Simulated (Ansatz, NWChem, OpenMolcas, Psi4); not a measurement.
## Abstraction of F: BH2F + MgH → BH2 + MgHF

Gas-phase species: BH2F `BF`, singlet; MgH, doublet; BH2 (boron dihydride) `[BH2]`, doublet; MgHF `[F][MgH]`, singlet. A radical takes F: the energy is the difference in strength between the B–F bond broken and the Mg–F bond made.

Shapes, held fixed at every level: PBE0-D4/def2-TZVP. Programs: Ansatz 0.2.0, NWChem 7.3.0, OpenMolcas 26.06, Psi4 1.11. A level may come from different programs for different species; with the same settings they agree closely. Electronic energies: no zero-point or thermal term.

```
                             level           kind  ΔE (kJ/mol)
                         HF/STO-3G   Hartree–Fock        +95.8
                          HF/3-21G   Hartree–Fock       +158.2
                       HF/def2-SVP   Hartree–Fock       +121.0
B3LYP/6-31G* (Cartesian functions)  global hybrid       +141.1
                     PBE0/def2-SVP  global hybrid       +140.1
```

PBE0/def2-SVP gives ΔE = +140.1 kJ/mol; the levels span +95.8 to +158.2. The median of the levels is +140.1. No measured value is set beside it here. Open shells run unrestricted. Sets without diffuse functions underbind ionic bonds of s-block metals. Rows in sets without polarisation functions are far from converged.

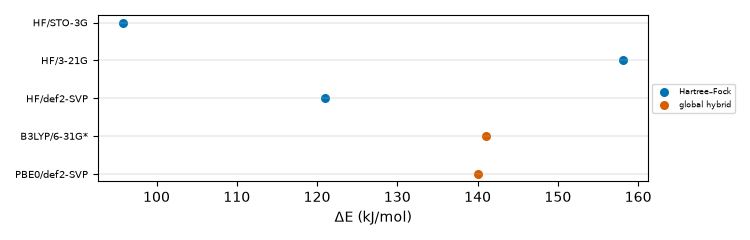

The values of the table, level by level.
